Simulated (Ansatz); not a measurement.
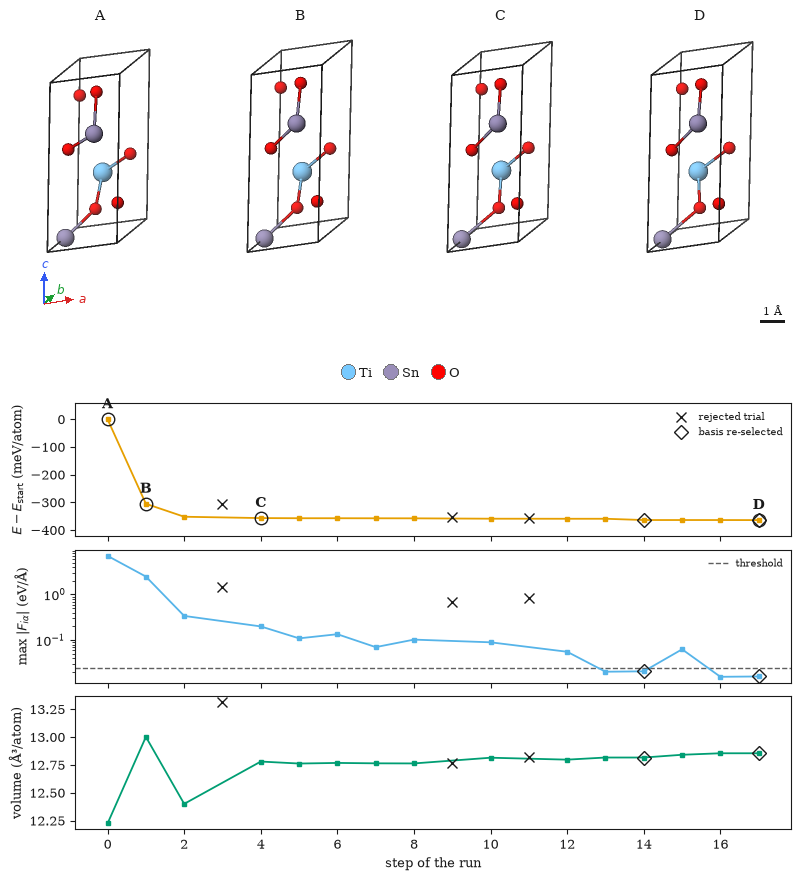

Frames of a relaxation of a crystal of TiSn2O6 (a generated structure, set up in P1) (coarse preliminary run), marked on the history of the run. The picture is a ball-and-stick view of the cell of the calculation, reduced to other axes, seen slightly off an axis. Lengths and directions refer to the drawn axes.

Theory: Ansatz, DFT PBE, scalar-relativistic, plane waves, PAW. (plane-wave cutoff 420 eV; k-point mesh 4 × 4 × 4; occupations gaussian; smearing width 0.1 eV; no spin polarisation; cell and atoms relaxed; force threshold 0.025 eV/Å; at most 60 steps)

### Describe the path.

The largest move relative to the cell is that of the Ti atom, 0.26 Å roughly along −a. By element the largest moves are Ti 0.26 Å, O 0.25 Å, Sn 0.20 Å. The volume changes by +5.1 %, with a 3.077 → 3.162 Å (+2.7 %), b 5.043 → 4.941 Å (−2.0 %), c 7.223 → 7.567 Å (+4.8 %), α 86.3° → 87.5°, β 79.7° → 78.4°, γ 89.9° → 89.5°. Near-neighbour distances that change, for instance: Sn–Ti 2.823 → 3.273 Å, O–Sn 1.756 → 2.060 Å, O–Sn 1.832 → 2.088 Å, O–Ti 1.879 → 2.132 Å. Bond angles that change, for instance: Ti–O–Sn 144.1° → 125.4°, O–Ti–O 106.6° → 89.5°, O–Sn–O 93.0° → 76.8°. The space group stays P1 (No. 1). After 12 accepted moves (17 points after the start) the energy has fallen by 363 meV per atom. Largest force component: 7 eV/Å at the start, 0.016 eV/Å at the end. The pressure goes from 22.64 to −0.03 GPa. The line search rejected the trial steps at points 3, 9, 11 of the run. The SCF was repeated twice at an unchanged geometry on a basis and grid sized afresh for the cell, which shifted the energy by 4.6 meV per atom at most. From step 0 to 1: a Sn atom moves most (0.19 Å), volume +6.4 %, energy −305 meV per atom. From step 1 to 4: O atoms move most (0.13 Å), volume −1.7 %, energy −51.5 meV per atom. From step 4 to 17: the Ti atom moves most (0.16 Å), volume +0.6 %, energy −7.3 meV per atom.

| step | E − E(0), meV/atom | largest force component, eV/Å | pressure, GPa | volume, Å³/atom | note |
| --- | --- | --- | --- | --- | --- |
| 0 | 0.00 | 6.9832 | 22.64 | 12.226 |  |
| 1 | -304.71 | 2.4632 | 2.57 | 13.002 |  |
| 2 | -351.41 | 0.3396 | 3.67 | 12.401 |  |
| 3 | -304.75 | 1.4513 | -5.93 | 13.311 | rejected |
| 4 | -356.24 | 0.2001 | -0.40 | 12.781 |  |
| 5 | -356.79 | 0.1098 | -0.05 | 12.763 |  |
| 6 | -356.81 | 0.1352 | 0.06 | 12.769 |  |
| 7 | -357.00 | 0.0705 | 0.08 | 12.765 |  |
| 8 | -357.16 | 0.1030 | 0.01 | 12.764 |  |
| 9 | -353.53 | 0.6941 | 1.38 | 12.764 | rejected |
| 10 | -358.48 | 0.0899 | -0.22 | 12.816 |  |
| 11 | -355.12 | 0.8235 | 1.08 | 12.823 | rejected |
| 12 | -358.71 | 0.0558 | 0.05 | 12.798 |  |
| 13 | -358.70 | 0.0204 | -0.03 | 12.817 |  |
| 14 | -363.28 | 0.0208 | 0.45 | 12.817 | same geometry, new basis |
| 15 | -363.28 | 0.0632 | -0.01 | 12.842 |  |
| 16 | -363.32 | 0.0158 | -0.04 | 12.855 |  |
| 17 | -363.49 | 0.0161 | -0.03 | 12.855 | same geometry, new basis |
